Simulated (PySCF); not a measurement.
System: C4H9ClOSi (SMILES C=C(C)O[SiH2]CCl).

The calculation's input:

```
{"job": {"kind": "nmr", "xc": "PBE0", "basis": "pcSseg-1"}, "charge": 0, "multiplicity": 1}
C     -1.577740    -1.547758    -0.341158
C     -1.306351    -0.270419    -0.129459
C     -2.340090     0.802791     0.026890
O     -0.042918     0.218843    -0.030405
Si     1.418561    -0.474468    -0.132749
C      2.558499     1.015114     0.181365
Cl     4.241772     0.458998     0.043002
H     -2.590869    -1.894971    -0.411276
H     -0.793747    -2.274357    -0.450519
H     -2.228121     1.538638    -0.767813
H     -3.339567     0.382962    -0.011426
H     -2.197183     1.315000     0.976760
H      1.675957    -1.027446    -1.461542
H      1.626253    -1.484457     0.904358
H      2.435419     1.815021    -0.544353
H      2.452526     1.435452     1.178409
```

Launched as:

```sh
OMP_NUM_THREADS=1 python probes_run.py task.json out
```

Geometry: GFN2-xTB.

Method: PBE0/pcSseg-1, SCF density, gas phase, non-relativistic in PySCF.

**Predict the electron density and electron localisation function between the atoms.**

C–C (1.32 Å): ρ is about 2.3 e/Å³ halfway; the ELF peaks at about 0.95 between the atoms; a multiple bond.
C–O (1.36 Å): ρ at the midpoint is about 2.3 e/Å³, with its minimum of 1.9 e/Å³ about 0.5 Å from C; the ELF peaks at about 0.90 between the atoms, as expected for a shared but strongly polarised pair.
Si–O (1.62 Å): ρ is about 1.2 e/Å³ halfway; the ELF peaks at about 0.85 between the atoms, as expected for a short, strongly polar bond.
C–Cl (1.78 Å): ρ at the midpoint is about 1.3 e/Å³; the ELF peaks at about 0.90 between the atoms; localised, covalent bonding.

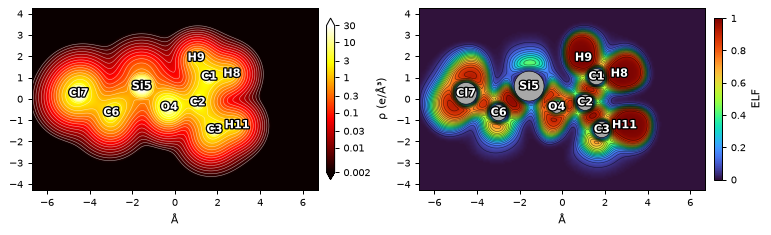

Computed electron density and electron localisation function on the plane of atoms C1, C2 and O4, in this order. Grey discs cover the atomic cores in the ELF map. 
